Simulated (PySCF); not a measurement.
**SiO (charge +1, doublet): density, localisation and related maps**

```xyz
2

Si    0.0000    0.0000   -0.5562
O     0.0000    0.0000    0.9728
```

These are results of PBE0/6-311G(d,p), non-relativistic, at a bond length of 1.529 Å (PySCF 2.14.0), not measurements.

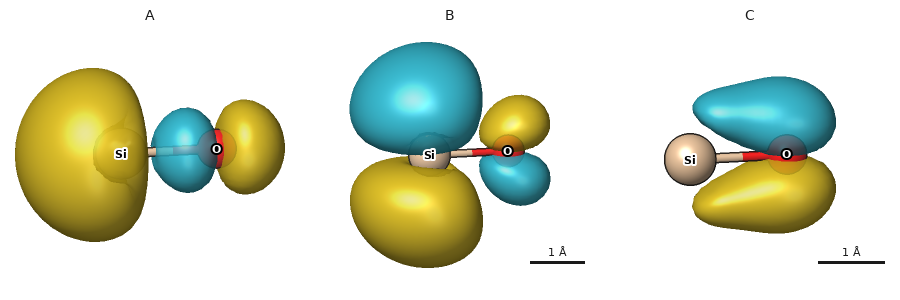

Figure 1. Three frontier α-spin orbitals, each drawn at the value that holds 80 % of its norm (yellow and cyan are the two phases), in no order; of a degenerate pair one member is drawn.

Name the orbitals and rank them from lowest to highest energy.

Orbital A: σ, occupied in this spin, −18.32 eV; mainly on Si (70 %).
Orbital C: π, occupied in this spin, −18.17 eV; mainly on O (80 %).
Orbital B: π, empty in this spin, −9.88 eV; mainly on Si (85 %).

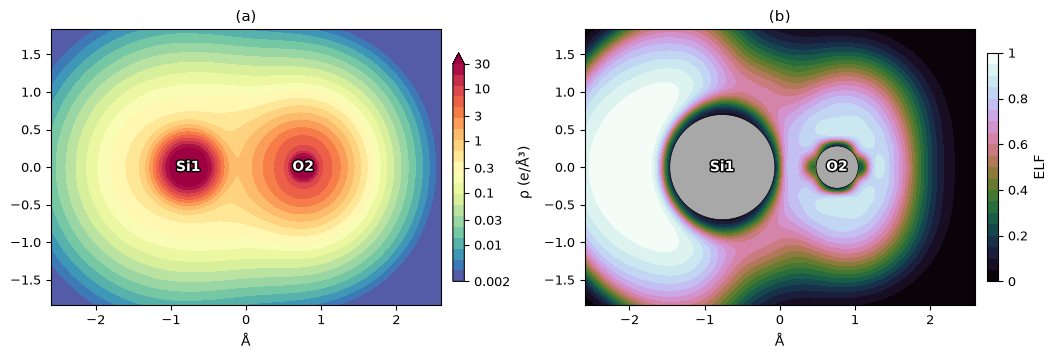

Figure 2. (a) total electron density; (b) ELF on a plane that holds the molecular axis. Grey discs cover the atomic cores in the ELF map.

Read the bonding off the picture.

The section cuts through Si and O sites.
Si–O (1.53 Å): ρ is about 1.3 e/Å³ halfway; the ELF peaks at about 0.80 in the valence shell of O, 0.6 Å from its nucleus, and is about 0.40 at the midpoint.
The ELF also peaks beside O2 and Si1, away from the bonds: non-bonding electrons, paired or unpaired.
